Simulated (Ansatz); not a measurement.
# The perfect W wire along [100], 45 atoms a period, part 2 of 2

Wanted: the relaxed geometry and the bands of the W wire along [100], 45 atoms a period.

Ansatz 0.2.0; DFT PBE, plane waves, PAW; relaxation of a wire's period; PAW set soft_1 (the session's first sound run).

So far: Starting point; Relaxation of atoms and period.

## (2) Relaxation of atoms and period (continued)

Step by step:

| step | energy less that of the first step (eV) | largest force component (eV/Å) | pressure (GPa) | volume (Å³) |
| --- | --- | --- | --- | --- |
| 1 | 0.0000 | 2.0529 | -4.34 | 1626.28 |
| 2 | 0.0020 | 2.4409 | 5.20 | 1562.23 |
| 3 | -1.9444 | 0.6335 | -1.16 | 1604.44 |
| 4 | -2.0904 | 0.1980 | 0.27 | 1603.58 |
| 5 | -2.1201 | 0.1153 | 0.30 | 1599.52 |
| 6 | -1.4325 | 0.8219 | -2.52 | 1633.24 |
| 7 | -2.1402 | 0.0236 | 0.02 | 1602.00 |
| 8 | -2.1408 | 0.0089 | -0.04 | 1603.20 |
| 9 | -2.1352 | 0.0089 | -0.04 | 1603.20 |

The log counts 1 steps on a newly chosen plane-wave basis, not all of them marked here; energy and pressure can jump at such steps. Relaxation steps 2, 6 were tried and not accepted.

The run keeps the 16 symmetry operations that it works with, so distortions that break them were not tested.

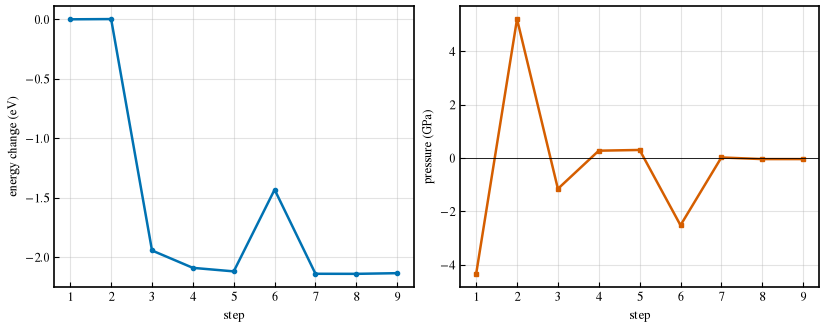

Energy and pressure along the relaxation.

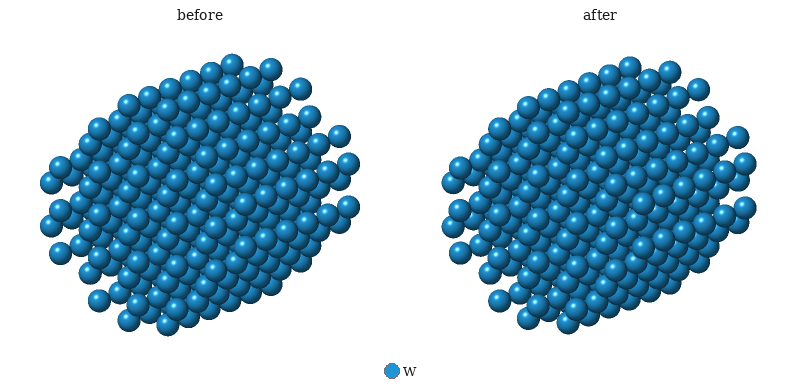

Before and after, at one scale.

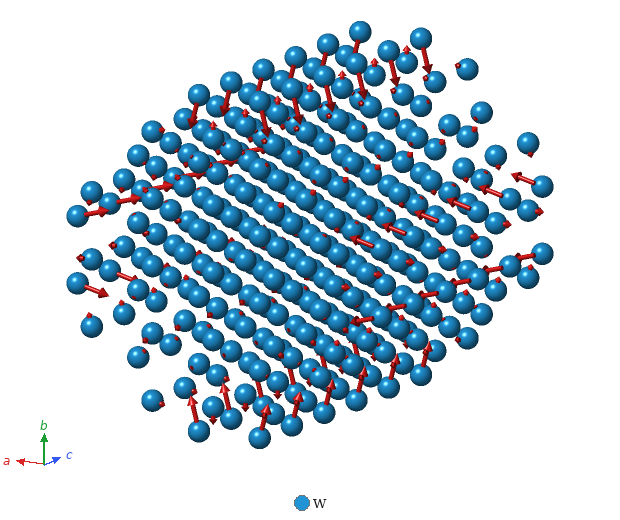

Displacements in the relaxation, exaggerated, measured against the changing cell; the longest in the cell stands for 0.16 Å. 1×1×6 cells are drawn. Some periodic images of atoms are drawn too.

| cell as run | before | after | change |
| --- | --- | --- | --- |
| c (Å) | 3.170 | 3.125 | -1.4 % |

The atoms that moved most (Å, along periodic axes as changes of fractional coordinates times the final cell, across vacuum about the mean position):

| atom | dx | dy | dz | length |
| --- | --- | --- | --- | --- |
| W23 | 0.150 | 0.040 | 0.000 | 0.156 |
| W34 | 0.040 | 0.150 | 0.000 | 0.156 |
| W28 | -0.040 | 0.150 | 0.000 | 0.156 |
| W22 | 0.150 | -0.040 | 0.000 | 0.156 |
| W39 | 0.040 | -0.150 | 0.000 | 0.156 |
| W45 | -0.150 | 0.040 | 0.000 | 0.156 |
| W33 | -0.040 | -0.150 | 0.000 | 0.156 |
| W44 | -0.150 | -0.040 | 0.000 | 0.156 |

Numbers from this step:

```
energy at zero smearing    : -467328.2543 eV
cell length along the wire : 3.125 Å
```

The cell's length comes to 3.125 Å with spin left out.

## (3) Bands of the perfect wire

This step: DFT PBE, plane waves, PAW; bands of a perfect wire; PAW set soft_1 (Ansatz 0.2.0).

At the relaxed period the bands are computed along the axis; those that cross an energy going forward count the channels that a perfect wire would open there.

input.yaml

```yaml
crystal:
  lattice:
    - [22.65, 0.0, 0.0]
    - [0.0, 22.65, 0.0]
    - [0.0, 0.0, 3.1250053135]
  atoms:
    - { symbol: W, position: [0.219730785, 0.36147496, 0.0] }
    - { symbol: W, position: [0.217878886, 0.5, 0.0] }
    - { symbol: W, position: [0.219730785, 0.63852504, 0.0] }
    - { symbol: W, position: [0.36147496, 0.219730785, 0.0] }
    - { symbol: W, position: [0.358889786, 0.358889786, 0.0] }
    - { symbol: W, position: [0.359674396, 0.5, 0.0] }
    - { symbol: W, position: [0.358889786, 0.641110214, 0.0] }
    - { symbol: W, position: [0.36147496, 0.780269215, 0.0] }
    - { symbol: W, position: [0.5, 0.217878886, 0.0] }
    - { symbol: W, position: [0.5, 0.359674396, 0.0] }
    - { symbol: W, position: [0.5, 0.5, 0.0] }
    - { symbol: W, position: [0.5, 0.640325604, 0.0] }
    - { symbol: W, position: [0.5, 0.782121114, 0.0] }
    - { symbol: W, position: [0.63852504, 0.219730785, 0.0] }
    - { symbol: W, position: [0.641110214, 0.358889786, 0.0] }
    - { symbol: W, position: [0.640325604, 0.5, 0.0] }
    - { symbol: W, position: [0.641110214, 0.641110214, 0.0] }
    - { symbol: W, position: [0.63852504, 0.780269215, 0.0] }
    - { symbol: W, position: [0.780269215, 0.36147496, 0.0] }
    - { symbol: W, position: [0.782121114, 0.5, 0.0] }
    - { symbol: W, position: [0.780269215, 0.63852504, 0.0] }
    - { symbol: W, position: [0.156750406, 0.428243311, 0.5] }
    - { symbol: W, position: [0.156750406, 0.571756689, 0.5] }
    - { symbol: W, position: [0.290593635, 0.290593635, 0.5] }
    - { symbol: W, position: [0.289806405, 0.429594814, 0.5] }
    - { symbol: W, position: [0.289806405, 0.570405186, 0.5] }
    - { symbol: W, position: [0.290593635, 0.709406365, 0.5] }
    - { symbol: W, position: [0.428243311, 0.156750406, 0.5] }
    - { symbol: W, position: [0.429594814, 0.289806405, 0.5] }
    - { symbol: W, position: [0.42978774, 0.42978774, 0.5] }
    - { symbol: W, position: [0.42978774, 0.57021226, 0.5] }
    - { symbol: W, position: [0.429594814, 0.710193595, 0.5] }
    - { symbol: W, position: [0.428243311, 0.843249594, 0.5] }
    - { symbol: W, position: [0.571756689, 0.156750406, 0.5] }
    - { symbol: W, position: [0.570405186, 0.289806405, 0.5] }
    - { symbol: W, position: [0.57021226, 0.42978774, 0.5] }
    - { symbol: W, position: [0.57021226, 0.57021226, 0.5] }
    - { symbol: W, position: [0.570405186, 0.710193595, 0.5] }
    - { symbol: W, position: [0.571756689, 0.843249594, 0.5] }
    - { symbol: W, position: [0.709406365, 0.290593635, 0.5] }
    - { symbol: W, position: [0.710193595, 0.429594814, 0.5] }
    - { symbol: W, position: [0.710193595, 0.570405186, 0.5] }
    - { symbol: W, position: [0.709406365, 0.709406365, 0.5] }
    - { symbol: W, position: [0.843249594, 0.428243311, 0.5] }
    - { symbol: W, position: [0.843249594, 0.571756689, 0.5] }
kpoints:
  mp_grid: { grid: [1, 1, 26] }
  band_path: { path: ["Γ", Z], npoints: 90 }
scf:
  occupations: { method: fermi_dirac, width: 0.05 }
hamiltonian:
  xc: pbe
  pseudopotentials: { kind: paw, azcp: { folder: soft_1 } }
output:
  dos: { e_range: [-5, 4] }
  write_potential: true
  write_density: true
  volumetric_format: npy
```

Started as:

```
$ ansatz run input.yaml --threads 16 --pin off --max-ram 61440MiB --backend cuda --events-out ev --progress --plain --runs-dir out --max-vram 78GiB
```

Numbers of over 12 decimals in the logs are rounded to 6 here.

Log:

```text
[...]
Crystal: 45 atoms, lattice volume = 1603.198 Å³
Basis set: ecut = 420 eV, 31303 PW (Γ)
Bands: 378, of which v1, the nominal top of the filled ones, is band 315 counted from 1 (314 counted from 0)
Symmetry: 16 space group operations
[...]
k-points: 14 of 26
[...]
SCF iter   1: F=—  HF=-467354.445040 eV  |F-HF|=—  |Δ(HF+E_count)|=         —  Δρ=4.89e-2  dr2=2.83e2  ethr=3.10e-3  ⟨swp⟩=10.6  Hψ=27412  notcnv=0  defer=13
[...]
SCF iter   6: F=—  HF=-467328.419315 eV  |F-HF|=—  |Δ(HF+E_count)|=   9.37e-3  Δρ=3.66e-4  dr2=8.03e-3  ethr=1.29e-5  ⟨swp⟩=2.8  Hψ=7703  notcnv=0  defer=288
[...]
SCF iter  10: F=—  HF=-467328.420312 eV  |F-HF|=—  |Δ(HF+E_count)|=   7.12e-6  Δρ=6.13e-6  dr2=1.41e-6  ethr=1.80e-9  ⟨swp⟩=2.9  Hψ=7739  notcnv=0  defer=288
[...]
SCF iter  12: F=-467328.420313 eV  HF=-467328.420313 eV  |F-HF|=2.30e-8  |Δ(HF+E_count)|=   1.58e-7  Δρ=9.96e-7  dr2=2.43e-8  ethr=1.59e-11  ⟨swp⟩=24.5  Hψ=19865  notcnv=0
SCF 1 converged in 12 iterations: F = -467328.420313 eV  dr2 = 2.43e-8
[...]
NSCF: frozen V_eff on 91 k-points
[...]
SCF converged after 12 iterations
[...]
```

It took 17 s on 1 × NVIDIA GB200 with 16 threads of Arm Neoverse V2, shared host; peak memory 4.1 GiB; 2.9 min of CPU time.

Numbers from this step:

```
energy at zero smearing : -467328.2544 eV
band gap                : 0 eV
```

The electronic bands at the labelled points (eV, zero at the Fermi level; # counts the bands kept):

| point | #34 | #35 | #36 | #37 | #38 | #39 | #40 | #41 |
| --- | --- | --- | --- | --- | --- | --- | --- | --- |
| Γ | -0.23 | -0.22 | -0.18 | -0.18 | -0.10 | -0.10 | -0.04 | -0.03 |
| Z | 0.19 | 0.20 | 0.22 | 0.28 | 0.28 | 0.46 | 0.58 | 0.62 |

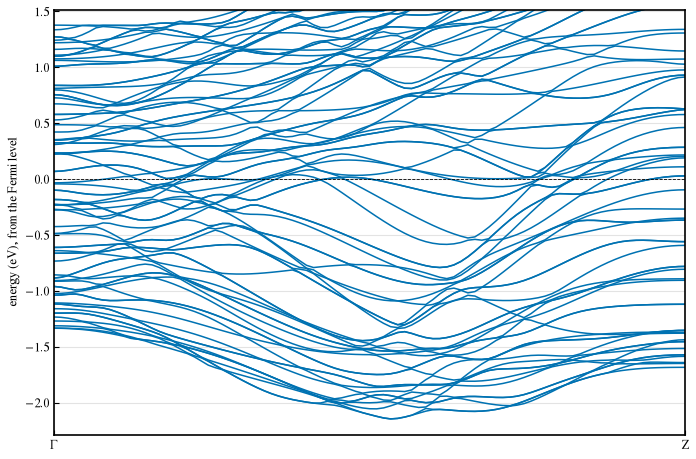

Electronic bands along the path.

Between Γ and Z the bands cross the Fermi level 25 times, so a perfect wire would conduct at least 25 G₀, with spin left out.

## (4) What came out

* cell length, PBE: 3.125 Å
* ballistic conductance by band crossings, a lower bound, PBE: 25 G₀

Under PBE the cell's length is 3.13 Å, and the bands cross the Fermi level 25 times between Γ and Z, which gives a perfect wire at least 25 G₀ (opposite crossings within one step of the path cancel in such a count). No spin was allowed, though thin wires with open d shells can turn magnetic. Spin-orbit coupling is left out, which matters for the bands of heavy atoms.

[Logs are printed without paths, hosts, clocks, repeated set-up lines and the standing remarks that a program may print on its own settings, such as how far it seeks lower states.]

[Hosts, paths, dates, database ids (printed as entryN), source tags and the programs' standing remarks are cut or masked in the printed files.]
